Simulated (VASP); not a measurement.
# PIr2: structure and properties in VASP, part 5 of 6

Wanted: the relaxed cell of PIr2 and its properties. The start is a cell from a database of measured crystal structures.

VASP 6.6.1; r2SCAN with rVV10; plane waves and PAW (P, Ir).

Still holding for the runs below: This run has no spin polarisation. Its electron count is odd, so without a moment it is a metal by construction. The k-mesh is coarse for a metal.

So far. Step 11 (Volume scan with r2SCAN + rVV10 (run 6)): The run ends at a pressure of -10.92 GPa.

The database entry behind the starting cell differs from later determinations by our own check (0.1 to 0.3 % short, probably kX units), so it need not match the best structure at ambient conditions.

## Step 12: Volume scan with r2SCAN + rVV10 (run 7)

A prediction first. A parabola through the 6 pressures of evenly scaled cells so far, P = -0.02 -309.0 t +803 t² GPa with t = ln(V/V₁) and V₁ the volume at scale 1, gives -15.29 GPa at t = +0.0583.

INCAR reads:

```
SYSTEM = PIr2
PREC = Accurate
ENCUT = 400
EDIFF = 1E-06
NELM = 100
ISMEAR = 0
SIGMA = 0.05
LREAL = .FALSE.
ALGO = Normal
METAGGA = R2SCAN
LUSE_VDW = .TRUE.
IVDW_NL = 2
BPARAM = 11.95
CPARAM = 0.0093
LASPH = .TRUE.
NBANDS = 17
LORBIT = 11
LWAVE = .FALSE.
LCHARG = .FALSE.
KPAR = 2
ISIF = 2
```

POSCAR reads:

```
PIr2
1.0
    0.0000000000      2.8286165517      2.8286165517
    2.8286165517      0.0000000000      2.8286165517
    2.8286165517      2.8286165517      0.0000000000
P Ir
1 2
Direct
    0.0000000000      0.0000000000      0.0000000000
    0.2500000000      0.2500000000      0.2500000000
    0.7500000000      0.7500000000      0.7500000000
```

KPOINTS reads:

```
Automatic mesh
0
Gamma
7 7 7
0 0 0
```

PAW data sets: P and Ir (PBE family, release 64).

The run is started by

```bash
$ mpirun -np 2 vasp_std
```

What it wrote:

```text
[... set-up lines as in an earlier step ...]
 entering main loop
       N       E                     dE             d eps       ncg     rms          rms(c)
Total rVV10 correction in eV:      0.3970023    30.3482851
Total rVV10 correction in eV:      0.3970023    30.3482851
DAV:   1     0.650492995850E+02    0.65049E+02   -0.92114E+03   680   0.104E+03
DAV:   2    -0.111545742657E+03   -0.17660E+03   -0.16827E+03   680   0.318E+02
DAV:   3    -0.120281793155E+03   -0.87361E+01   -0.85969E+01   931   0.724E+01
DAV:   4    -0.120428133195E+03   -0.14634E+00   -0.14599E+00   802   0.980E+00
DAV:   5    -0.120431070694E+03   -0.29375E-02   -0.29368E-02   909   0.130E+00    0.217E+01
Total rVV10 correction in eV:      0.3724289    30.3482849
Total rVV10 correction in eV:      0.3724289    30.3482849
DAV:   6    -0.114698291712E+03    0.57328E+01   -0.54382E+00   879   0.261E+01    0.830E+00
Total rVV10 correction in eV:      0.3727196    30.3482849
Total rVV10 correction in eV:      0.3727196    30.3482849
DAV:   7    -0.114664360595E+03    0.33931E-01   -0.25379E-01   883   0.552E+00    0.513E+00
[...]
Total rVV10 correction in eV:      0.3691225    30.3482849
Total rVV10 correction in eV:      0.3691225    30.3482849
DAV:  10    -0.114652767737E+03   -0.20041E-03   -0.48190E-04   772   0.186E-01    0.106E-01
Total rVV10 correction in eV:      0.3691291    30.3482849
Total rVV10 correction in eV:      0.3691291    30.3482849
DAV:  11    -0.114652768003E+03   -0.26662E-06   -0.51226E-05  1087   0.720E-02    0.177E-02
Total rVV10 correction in eV:      0.3691278    30.3482849
Total rVV10 correction in eV:      0.3691278    30.3482849
DAV:  12    -0.114652765171E+03    0.28317E-05   -0.24880E-06   721   0.144E-02    0.797E-03
Total rVV10 correction in eV:      0.3691289    30.3482849
Total rVV10 correction in eV:      0.3691289    30.3482849
DAV:  13    -0.114652763855E+03    0.13162E-05   -0.52795E-07   426   0.494E-03    0.280E-03
Total rVV10 correction in eV:      0.3691329    30.3482849
Total rVV10 correction in eV:      0.3691329    30.3482849
DAV:  14    -0.114652763351E+03    0.50459E-06   -0.88799E-08   390   0.290E-03
Total rVV10 correction in eV:      0.3691328    30.3482849
Total rVV10 correction in eV:      0.3691328    30.3482849
Total rVV10 correction in eV:      0.3691327    30.3482849
Total rVV10 correction in eV:      0.3691327    30.3482849
   1 F= -.11465276E+03 E0= -.11465112E+03  d E =-.329556E-02
```

Wall time 66 s (2 MPI ranks of AMD EPYC 7R43, shared host); peak memory 0.45 GiB; 2.2 min of CPU time.

From OUTCAR (step 12):

```text
  Total       -4.3700062     -4.3700062     -4.3700062      0.0000000      0.0000000      0.0000000
  in kB     -154.6822221   -154.6822221   -154.6822221      0.0000000      0.0000000      0.0000000
  external PRESSURE =    -154.6822221 kB  Pullay stress =       0.0000000 kB

 POSITION                                       TOTAL-FORCE (eV/Angst)
 -----------------------------------------------------------------------------------
      0.00000      0.00000      0.00000         0.000000      0.000000      0.000000
      1.41431      1.41431      1.41431         0.000000      0.000000     -0.000000
      4.24292      4.24292      4.24292        -0.000000     -0.000000     -0.000000
 -----------------------------------------------------------------------------------
    total drift:                                0.000000      0.000000      0.000000

  FREE ENERGIE OF THE ION-ELECTRON SYSTEM (eV)
  ---------------------------------------------------
  free  energy   TOTEN  =      -114.6527633507 eV

  energy  without entropy=     -114.6494677906  energy(sigma->0) =     -114.65111557

[... 1 part as in an earlier step ...]

[... 2 further parts left out ...]
[key lines of the parts left out:]
E-fermi :   8.6371
```

The pressure falls from -10.92 to -15.47 GPa. The parabola predicted -15.29 GPa, +0.17 GPa off.

## Step 13: The series together

Times are for 2 MPI ranks of AMD EPYC 7R43, shared host. The runs compared:

```csv
no.,volume scale,energy above the lowest point (meV/atom),pressure (GPa),time,memory (GiB)
1,0.94,55.47,22.19,61 s,0.46
2,0.96,23.6,13.90,60 s,0.45
3,0.98,5.63,6.536,59 s,0.45
4,1,0,-6.28e-4,60 s,0.46
5,1.02,5.3,-5.790,60 s,0.46
6,1.04,20.28,-10.92,60 s,0.46
7,1.06,43.85,-15.47,66 s,0.45
```

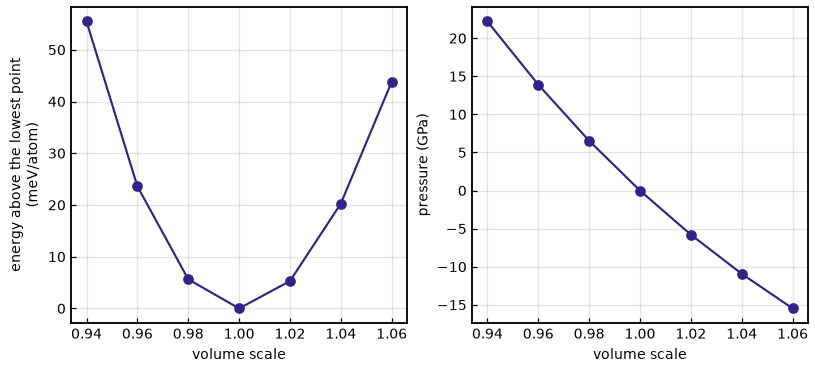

The series as plots.

## Step 14: Fit for r2SCAN + rVV10

This step: Birch-Murnaghan fit, r2SCAN with rVV10; plane waves and PAW (VASP 6.6.1).

No new run; the numbers come from the runs before.

This step gave:

| Quantity | Value |
| --- | --- |
| pressure derivative of the bulk modulus | 5.033 |
| r.m.s. error of the fit | 2.14e-6 eV/atom |
| minimum inside the sampled range | yes |
| bulk modulus | 307.3 GPa |
| equilibrium volume of the fit | 14.23 Å³/atom |

Energy above the fitted minimum against volume:

```csv
volume (Å³/atom),energy above the fitted minimum (eV/atom)
13.380,0.0555
13.665,0.0236
13.949,0.00563
14.234,-3.7e-6
14.519,0.00530
14.803,0.0203
15.088,0.0438
```

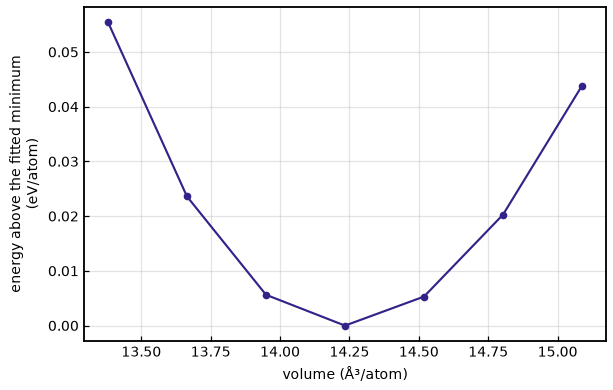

Energy above the fitted minimum against volume.

The fitted volume lies -0.01 % from the relaxed one.

## Step 15: Electric field gradients (r2SCAN + rVV10)

This step: r2SCAN with rVV10; plane waves and PAW (P, Ir) (VASP 6.6.1).

Field gradients probe how far the charge around each nucleus departs from cubic symmetry; LASPH keeps the non-spherical terms inside the spheres.

INCAR: that of step 12 with these lines changed.

```diff
@@ -3,3 +3,3 @@
 ENCUT = 400
-EDIFF = 1E-06
+EDIFF = 1E-07
 NELM = 100
@@ -20,2 +20,2 @@
 KPAR = 2
-ISIF = 2
+LEFG = .TRUE.
```

POSCAR reads:

```
PIr2
1.0
    0.0000000000      2.7742065316      2.7742065316
    2.7742065316      0.0000000000      2.7742065316
    2.7742065316      2.7742065316      0.0000000000
P Ir
1 2
Direct
    0.0000000000      0.0000000000      0.0000000000
    0.2500000000      0.2500000000      0.2500000000
    0.7500000000      0.7500000000      0.7500000000
```

KPOINTS is that of step 12.

The run is started by

```bash
$ mpirun -np 2 vasp_std
```

What it wrote:

```text
[... set-up lines as in an earlier step ...]
 entering main loop
       N       E                     dE             d eps       ncg     rms          rms(c)
Total rVV10 correction in eV:      0.3739198    30.3482851
Total rVV10 correction in eV:      0.3739198    30.3482851
[... 5 cycles as in an earlier step ...]
Total rVV10 correction in eV:      0.3512108    30.3482853
Total rVV10 correction in eV:      0.3512108    30.3482853
[... 1 cycle as in an earlier step ...]
Total rVV10 correction in eV:      0.3510424    30.3482853
Total rVV10 correction in eV:      0.3510424    30.3482853
[... 1 cycle as in an earlier step ...]
Total rVV10 correction in eV:      0.3481070    30.3482853
Total rVV10 correction in eV:      0.3481070    30.3482853
[... 1 cycle as in an earlier step ...]
Total rVV10 correction in eV:      0.3478409    30.3482853
Total rVV10 correction in eV:      0.3478409    30.3482853
[... 1 cycle as in an earlier step ...]
Total rVV10 correction in eV:      0.3477327    30.3482853
Total rVV10 correction in eV:      0.3477327    30.3482853
[... 1 cycle as in an earlier step ...]
Total rVV10 correction in eV:      0.3477642    30.3482853
Total rVV10 correction in eV:      0.3477642    30.3482853
[... 1 cycle as in an earlier step ...]
Total rVV10 correction in eV:      0.3477817    30.3482853
Total rVV10 correction in eV:      0.3477817    30.3482853
DAV:  12    -0.114783950549E+03    0.34261E-05   -0.11413E-06   918   0.979E-03    0.473E-03
Total rVV10 correction in eV:      0.3477781    30.3482853
Total rVV10 correction in eV:      0.3477781    30.3482853
DAV:  13    -0.114783950824E+03   -0.27531E-06   -0.12505E-07   531   0.403E-03    0.774E-04
Total rVV10 correction in eV:      0.3477779    30.3482853
Total rVV10 correction in eV:      0.3477779    30.3482853
DAV:  14    -0.114783950755E+03    0.68784E-07   -0.46543E-08   474   0.149E-03
Total rVV10 correction in eV:      0.3477780    30.3482853
Total rVV10 correction in eV:      0.3477780    30.3482853
Total rVV10 correction in eV:      0.3477777    30.3482853
Total rVV10 correction in eV:      0.3477777    30.3482853
ion   1
     0.0000000    -0.0000000    -0.0000000    -0.0000000     0.0000000     0.0000000
     0.0000365    -0.0000000    -0.0000000    -0.0000000     0.0000000     0.0000000
     0.0000503    -0.0000000    -0.0000000    -0.0000000     0.0000000     0.0000000
     0.0000692    -0.0000000    -0.0000000    -0.0000000     0.0000000     0.0000000
     0.0000953    -0.0000000    -0.0000000    -0.0000000     0.0000000     0.0000000

     0.0000000    -0.0000000    -0.0000000    -0.0000000     0.0000000     0.0000000
     0.0000365    -0.0000000    -0.0000000    -0.0000000     0.0000000     0.0000000
     0.0000503    -0.0000000    -0.0000000    -0.0000000     0.0000000     0.0000000
     0.0000692    -0.0000000    -0.0000000    -0.0000000     0.0000000     0.0000000
     0.0000953    -0.0000000    -0.0000000    -0.0000000     0.0000000     0.0000000

ion   2
     0.0000000    -0.0000000    -0.0000000    -0.0000000    -0.0000000    -0.0000000
     0.0000671    -0.0000000    -0.0000000    -0.0000000    -0.0000000    -0.0000000
     0.0000924    -0.0000000    -0.0000000    -0.0000000    -0.0000000    -0.0000000
     0.0001272    -0.0000000    -0.0000000    -0.0000000    -0.0000000    -0.0000000
     0.0001752    -0.0000000    -0.0000000    -0.0000000    -0.0000000    -0.0000000

     0.0000000    -0.0000000    -0.0000000    -0.0000000    -0.0000000    -0.0000000
     0.0000671    -0.0000000    -0.0000000    -0.0000000    -0.0000000    -0.0000000
     0.0000924    -0.0000000    -0.0000000    -0.0000000    -0.0000000    -0.0000000
     0.0001272    -0.0000000    -0.0000000    -0.0000000    -0.0000000    -0.0000000
     0.0001752    -0.0000000    -0.0000000    -0.0000000    -0.0000000    -0.0000000

ion   3
     0.0000000     0.0000000     0.0000000    -0.0000000    -0.0000000    -0.0000000
     0.0000671     0.0000000     0.0000000    -0.0000000    -0.0000000    -0.0000000
     0.0000924     0.0000000     0.0000000    -0.0000000    -0.0000000    -0.0000000
     0.0001272     0.0000000     0.0000000    -0.0000000    -0.0000000    -0.0000000
     0.0001752     0.0000000     0.0000000    -0.0000000    -0.0000000    -0.0000000

     0.0000000     0.0000000     0.0000000    -0.0000000    -0.0000000    -0.0000000
     0.0000671     0.0000000     0.0000000    -0.0000000    -0.0000000    -0.0000000
     0.0000924     0.0000000     0.0000000    -0.0000000    -0.0000000    -0.0000000
     0.0001272     0.0000000     0.0000000    -0.0000000    -0.0000000    -0.0000000
     0.0001752     0.0000000     0.0000000    -0.0000000    -0.0000000    -0.0000000

   1 F= -.11478395E+03 E0= -.11478265E+03  d E =-.260044E-02
```

The job ended after 67 s (2 MPI ranks; peak memory 0.46 GiB).

OUTCAR, selected parts (step 15):

```text
   NELECT =      23.0000    total number of electrons

 E-fermi :   9.5027

 k-point     1 :       0.0000    0.0000    0.0000
  band No.  band energies     occupation
    ...
      5       3.5902      2.00000
      6       3.5902      2.00000
      7       9.0447      2.00000
      8       9.0447      2.00000
      9       9.0447      2.00000
     10      10.5001      0.00000
     11      11.4098      0.00000
     12      11.4098      0.00000
     13      14.3280      0.00000
     14      14.3280      0.00000
    ...

  Total        0.0004873      0.0004873      0.0004873     -0.0000000      0.0000000      0.0000000
  in kB        0.0182828      0.0182828      0.0182828     -0.0000000      0.0000000      0.0000000
  external PRESSURE =       0.0182828 kB  Pullay stress =       0.0000000 kB

 POSITION                                       TOTAL-FORCE (eV/Angst)
 -----------------------------------------------------------------------------------
      0.00000      0.00000      0.00000        -0.000000     -0.000000     -0.000000
      1.38710      1.38710      1.38710         0.000000     -0.000000      0.000000
      4.16131      4.16131      4.16131        -0.000000      0.000000      0.000000
 -----------------------------------------------------------------------------------
    total drift:                                0.000000      0.000000      0.000000

  FREE ENERGIE OF THE ION-ELECTRON SYSTEM (eV)
  ---------------------------------------------------
  free  energy   TOTEN  =      -114.7839507554 eV

  energy  without entropy=     -114.7813503153  energy(sigma->0) =     -114.78265054

 Electric field gradients after diagonalization (V/A^2)
 (convention: |V_zz| > |V_xx| > |V_yy|)
----------------------------------------------------------------------
 ion       V_xx      V_yy      V_zz     asymmetry (V_yy - V_xx)/ V_zz
----------------------------------------------------------------------
   1      -0.000    -0.000     0.001       0.000
   2      -0.000    -0.000     0.000       0.000
   3      -0.000    -0.000     0.000       0.000
----------------------------------------------------------------------

[... 10 parts as in an earlier step ...]

[... 7 further parts left out ...]
```

This step gave:

```yaml
free_energy_toten: -114.7840 eV
energy_at_zero_smearing: -114.7827 eV
fermi_energy: 9.503 eV
pressure: 0.001828 GPa
```

Electric field gradients, by row:

```csv
atom,Vxx (V/Å²),Vyy (V/Å²),Vzz (V/Å²),asymmetry
P1,0,0,0.001,-
Ir2,0,0,0,-
Ir3,0,0,0,-
```

All gradients vanish within the noise.

The run ends at a pressure of 0.00 GPa.

[end of part 5 of 6]

[Lines on the potential files, build, host, timing and source positions are cut from VASP's logs without a mark.]

[Logs are printed without paths, hosts, clocks, repeated set-up lines and the standing remarks that a program may print on its own settings, such as how far it seeks lower states.]

[Hosts, paths, dates, database ids (printed as entryN), source tags and the programs' standing remarks are cut or masked in the printed files.]

[A measured line is paired with the nearest computed mode of its activity, which favours agreement.]
